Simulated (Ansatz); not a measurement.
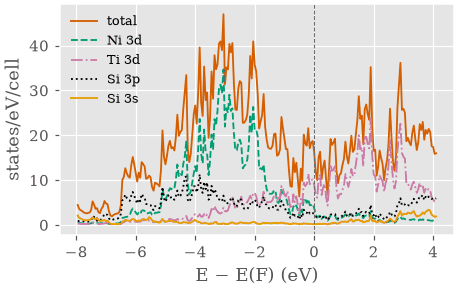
Figure. Total and projected density of states of Ti4Si7Ni4 in space group I4/mmm (No. 139; Pearson symbol tI60), plane-wave PAW r²SCAN (Ansatz code)

Q: Which orbitals carry the states next to the Fermi level?

A: Within 0.5 eV of the Fermi level: Ti 3d 56 %, Ni 3d 22 %, Si 3p 15 %. Projections are on Löwdin-orthogonalised atomic valence shells; empty p or d shells of many metals are not among them.

Q: Where is the tallest occupied peak in this window, and what makes it?

A: Near -3.0 eV, about 47 states/eV per cell; the largest projected share is Ni 3d.

The workflow started from a Materials Project entry (that database holds measured and hypothetical structures alike); the Crystallography Open Database copy checked does not list it. Its standing as an ambient phase is unchecked. Symmetry was held in the r²SCAN relaxation; whether a distortion lowers the energy is not shown. The run is not spin-polarised.

Potentials: the later of the program's two PAW sets.
